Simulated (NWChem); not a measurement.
## Run report: BH2F, single-point calculation

- system: BH2F
- method: revPBE/def2-SVP, RKS, dispersion D3(0) (NWChem 7.3.0)

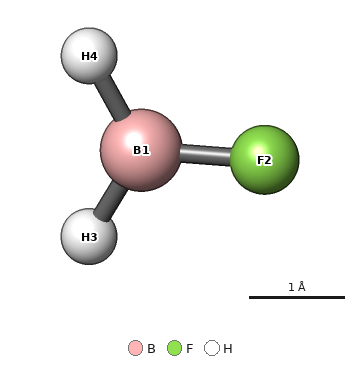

**Figure 1.** The structure (ball-and-stick view, seen at a tilt; atoms are numbered from 1 in the order of the input).

## Summary

```csv
quantity,value
outcome,converged
total energy,−125.782091 hartree
dispersion energy,−0.001578 hartree
hardware,"1 thread of Intel Xeon (Granite Rapids), 16 GiB of memory available, shared host"
wall time,1.5 s
peak memory,0.12 GiB
```

## Input file
```
start mymol
title "BFH2"
memory total 2200 mb

geometry units angstroms noautosym nocenter noautoz
 B     -1.641020    -3.748970     0.535230
 F     -1.838810    -3.018050    -0.542030
 H     -2.524880    -4.476110     0.887230
 H     -0.589160    -3.642050     1.097520
end

basis spherical bse
 * library def2-SVP
end

dft
 xc revpbe cpbe96
 disp vdw 3
 grid fine
 convergence energy 1e-08
 maxiter 100
 mulliken
 print low
end

task dft energy
```

Run as:
```bash
nwchem mymol.nw > mymol.out
```

## Log
```
Northwest Computational Chemistry Package (NWChem) 7.3.0
             --------------------------------------------------------

           Job information
           ---------------

    nwchem branch   = 7.3.0
    use scalapack   = T
    input           = mymol.nw
    prefix          = mymol.
    data base       = ./mymol.db
    status          = startup
    nproc           =        1

           Memory information
           ------------------

    heap     =     72089594 doubles =      550.0 Mbytes
    stack    =     72089599 doubles =      550.0 Mbytes
    global   =    144179200 doubles =     1100.0 Mbytes (distinct from heap & stack)
    total    =    288358393 doubles =     2200.0 Mbytes
    verify   = yes
    hardfail = no

           Directory information
           ---------------------

  0 permanent = .
  0 scratch   = .

                                NWChem Input Module
                                -------------------

                                       BFH2
                                       ----

 Scaling coordinates for geometry "geometry" by  1.889725989
 (inverse scale =  0.529177249)

                             Geometry "geometry" -> ""
                             -------------------------

 Output coordinates in angstroms (scale by  1.889725989 to convert to a.u.)

  No.       Tag          Charge          X              Y              Z
 ---- ---------------- ---------- -------------- -------------- --------------
    1 B                    5.0000    -1.64102000    -3.74897000     0.53523000
    2 F                    9.0000    -1.83881000    -3.01805000    -0.54203000
    3 H                    1.0000    -2.52488000    -4.47611000     0.88723000
    4 H                    1.0000    -0.58916000    -3.64205000     1.09752000

      Atomic Mass
      -----------

      B                 11.009310
      F                 18.998400
      H                  1.007825

 Effective nuclear repulsion energy (a.u.)      27.1758017606

            Nuclear Dipole moment (a.u.)
            ----------------------------
        X                 Y               Z
 ---------------- ---------------- ----------------
   -52.6636964319  -102.0933158070    -0.4107697381

            XYZ format geometry
            -------------------
     4
 geometry
 B                    -1.64102000    -3.74897000     0.53523000
 F                    -1.83881000    -3.01805000    -0.54203000
 H                    -2.52488000    -4.47611000     0.88723000
 H                    -0.58916000    -3.64205000     1.09752000

 ==============================================================================
                                internuclear distances
 ------------------------------------------------------------------------------
       center one      |      center two      | atomic units |  angstroms
 ------------------------------------------------------------------------------
    2 F                |   1 B                |     2.48831  |     1.31676
    3 H                |   1 B                |     2.26282  |     1.19743
    4 H                |   1 B                |     2.26295  |     1.19750
 ------------------------------------------------------------------------------
                         number of included internuclear distances:          3
 ==============================================================================

 ==============================================================================
                                 internuclear angles
 ------------------------------------------------------------------------------
        center 1       |       center 2       |       center 3       |  degrees
 ------------------------------------------------------------------------------
    2 F                |   1 B                |   3 H                |   117.82
    2 F                |   1 B                |   4 H                |   117.81
    3 H                |   1 B                |   4 H                |   124.37
 ------------------------------------------------------------------------------
                            number of included internuclear angles:          3
 ==============================================================================

 Summary of "ao basis" -> "" (spherical)
 ------------------------------------------------------------------------------
       Tag                 Description            Shells   Functions and Types
 ---------------- ------------------------------  ------  ---------------------
 *                          def2-SVP                  on all atoms

  pbe96 is a nonlocal functional; adding pw91lda local functional.

                                 NWChem DFT Module
                                 -----------------

                                       BFH2

                      Basis "ao basis" -> "ao basis" (spherical)
                      -----
  [basis functions not shown]

 Summary of "ao basis" -> "ao basis" (spherical)
 ------------------------------------------------------------------------------
       Tag                 Description            Shells   Functions and Types
 ---------------- ------------------------------  ------  ---------------------
 B                          def2-SVP                 6       14   3s2p1d
 F                          def2-SVP                 6       14   3s2p1d
 H                          def2-SVP                 3        5   2s1p

  Caching 1-el integrals
   Time after variat. SCF:      0.0

     ---------------------------------------------
      Total Density - Mulliken Population Analysis
     ---------------------------------------------

    Atom       Charge   Shell Charges
 -----------   ------   -------------------------------------------------------
    1 B    5     4.44   1.99  0.85  0.26  1.06  0.19  0.09
    2 F    9     9.35   1.99  1.15  0.72  3.50  1.98  0.00
    3 H    1     1.10   0.73  0.36  0.01
    4 H    1     1.10   0.73  0.36  0.01
   Time prior to 1st pass:      0.0

           Memory utilization after 1st SCF pass:
           Heap Space remaining (MW):       37.84            37844994
          Stack Space remaining (MW):       72.09            72089244

   convergence    iter        energy       DeltaE   RMS-Dens  Diis-err    time
 ---------------- ----- ----------------- --------- --------- ---------  ------
 d= 0,ls=0.0,diis     1   -125.7346841248 -1.53D+02  3.25D-02  3.34D-01     0.2
 d= 0,ls=0.0,diis     2   -125.6101894433  1.24D-01  1.95D-02  1.86D+00     0.3
 d= 0,ls=0.0,diis     3   -125.7809470244 -1.71D-01  3.15D-03  9.66D-03     0.4
 d= 0,ls=0.0,diis     4   -125.7818759544 -9.29D-04  1.08D-03  1.59D-03     0.5
 d= 0,ls=0.0,diis     5   -125.7820894935 -2.14D-04  9.65D-05  8.91D-06     0.7
  Resetting Diis
 d= 0,ls=0.0,diis     6   -125.7820911146 -1.62D-06  6.20D-06  6.48D-08     0.8
 d= 0,ls=0.0,diis     7   -125.7820911220 -7.38D-09  6.03D-07  2.78D-10     0.9

         Total DFT energy =     -125.782091121982
      One electron energy =     -226.985917880966
           Coulomb energy =       89.232369027658
    Exchange-Corr. energy =      -15.202765976319
 Nuclear repulsion energy =       27.175801760646

    Dispersion correction =       -0.001578053001

 Numeric. integr. density =       16.000000182231

     Total iterative time =      0.9s

     ---------------------------------------------
      Total Density - Mulliken Population Analysis
     ---------------------------------------------

    Atom       Charge   Shell Charges
 -----------   ------   -------------------------------------------------------
    1 B    5     4.84   1.99  0.82  0.22  1.45  0.25  0.11
    2 F    9     9.05   1.99  1.14  0.72  3.35  1.84  0.01
    3 H    1     1.06   0.75  0.29  0.01
    4 H    1     1.06   0.75  0.29  0.01

     -------------------------------------------
      Total Density - Lowdin Population Analysis
     -------------------------------------------

    Atom       Charge   Shell Charges
 -----------   ------   -------------------------------------------------------
    1 B    5     4.98   1.97  0.56  0.31  1.31  0.56  0.27
    2 F    9     8.91   1.98  0.98  0.70  3.19  2.05  0.01
    3 H    1     1.05   0.65  0.37  0.03
    4 H    1     1.05   0.65  0.37  0.03

 Task  times  cpu:        0.9s     wall:        0.9s
 Total times  cpu:        0.9s     wall:        0.9s
```

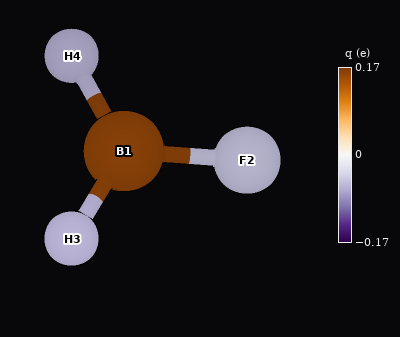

**Figure 2.** Mulliken charges, as the colour of each atom (ball-and-stick view, seen at a tilt; atoms are numbered from 1 in the order of the input). By element: B +0.16, F −0.05 and H −0.06 e.
